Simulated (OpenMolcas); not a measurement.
# Tm²⁺ among point charges: CASSCF and CASPT2 levels and susceptibility

How does a field of 8 point charges split the states of Tm²⁺, and what χT follows?

Method: state-averaged CASSCF and CASPT2, spin-orbit coupling by RASSI with atomic mean-field integrals. Code: OpenMolcas 26.06.

## (1) What is computed

```
Species                           : Tm²⁺ (thulium, Z = 69, 67 electrons)
Basis                             : ANO-RCC-VDZP [7s6p4d2f1g], 68 functions
Scalar Hamiltonian                : DKH2, point nucleus
Inactive shells                   : 1s 2s 2p 3s 3p 3d 4s 4p 4d 5s 5p
Active space                      : 13 electrons in 7 orbitals (4f)
Some configurations of this space : 4f¹³
Orbitals                          : optimised for the highest spin of each parity, averaged over all roots
```

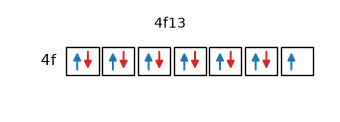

Occupation of the outer shells (arrows by Hund's rule).

The ion sits among 8 point charges of -1.5 e arranged as a cube (Oh), 2.99 Å from the ion.

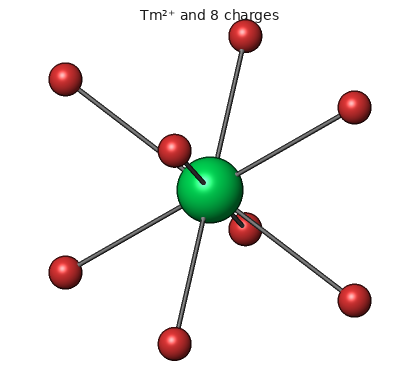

The ion and the point charges (red).

The work runs as a chain of OpenMolcas steps in one folder; each step below is one input file. Labels, J, g values, rates, χT and fits are worked out afterwards by a script from the matrices that RASSI stores. The input lists half of the charges; inversion (Group=XYZ) makes the rest.

## (2) Basis and integrals

a.inp reads:

```
&GATEWAY
Coord
1

Tm 0.0 0.0 0.0
Basis=ANO-RCC-VDZP
Group=XYZ
NoMove
AngMom=0.0 0.0 0.0
AMFI
XField
4 Angstrom 0
1.726277 1.726277 1.726277 -1.500000
1.726277 1.726277 -1.726277 -1.500000
1.726277 -1.726277 1.726277 -1.500000
1.726277 -1.726277 -1.726277 -1.500000
&SEWARD
```

Run with:

```
$ OMP_NUM_THREADS=1 MOLCAS_MEM=2252 MOLCAS_PROJECT=a pymolcas a.inp > a.log
```

## (3) CASSCF: doublets of odd parity, 7 roots

a.inp reads:

```
&RASSCF
FileOrb=start.orb
Symmetry=2
Spin=2
nActEl=13 0 0
Inactive=15 12
Ras2=0 7
CIRoot=7 7 1
SDav=7
CIMx=300
Iter=120 100
PrWF=0.3
OrbListing=Nothing
MaxOrb=0
>>> COPY $Project.JobIph JOB001
```

start.orb holds the contracted functions of the basis, ordered by shell, or the orbitals of the step before.

## (4) State interaction with spin-orbit coupling

a.inp reads:

```
&RASSI
NrOfJobIphs=1 7
1 2 3 4 5 6 7
IphNames
JOB001
EJob
SpinOrbit
DIPRint=1.0
SOCoupling=1000.0
Subsets=2
Property=9
'ANGMOM' 1 'ANGMOM' 2 'ANGMOM' 3 'MLTPL  1' 1 'MLTPL  1' 2 'MLTPL  1' 3
'AMFI' 1 'AMFI' 2 'AMFI' 3
SOProperty=3
'ANGMOM' 1 'ANGMOM' 2 'ANGMOM' 3
```

## (5) CASPT2: IPEA 0.25, imaginary shift 0.1 (closed shells correlated: 5s 5p)

a.inp reads:

```
>>> COPY JOB001 $Project.JobIph
&CASPT2
Multistate=7 1 2 3 4 5 6 7
NoMult
Frozen=14 9
IPEA=0.25
Imaginary=0.1
MaxIter=60
WThr=0.0 0.3 0.05
PrWF=0.5
NoMix
```

(Steps that only read results are left out.)

Before running it: what results should come out? Wanted: spin-free ground state; first state of the same spin within the active space; lowest level; next level.

As calculated:

```
                                            quantity                                                                        value
                                              method  SS-CASPT2, IPEA 0.25, imaginary shift 0.1 (closed shells correlated: 5s 5p)
                              spin-free ground state                                              2A2, 1-fold in its orbital part
first state of the same spin within the active space                                                             2T2 at 72.1 cm⁻¹
                                        lowest level                                              2-fold Γ7, g = 3.43, 3.43, 3.43
                                          next level                                                                    73.7 cm⁻¹
                                         χT at 300 K                                                               2.56 cm³ K/mol
                           effective moment at 300 K                                                                      4.53 μB
```

Cost by method:

| method | time of its own steps | time with the reference |
| --- | --- | --- |
| A. CASSCF | 2.4 s | 2.4 s |
| B. SS-CASPT2, IPEA 0.25, imaginary shift 0.1, +5s 5p | 1.5 s | 3.9 s |

Times are of one thread on a shared host.

In words: The spin-free ground state (2A2) comes to 100 % from free-ion F terms and keeps the highest spin of the shell. CASPT2 does not keep the components of a term degenerate, and the means are used. This is an electrostatic model: the charges have no orbitals.
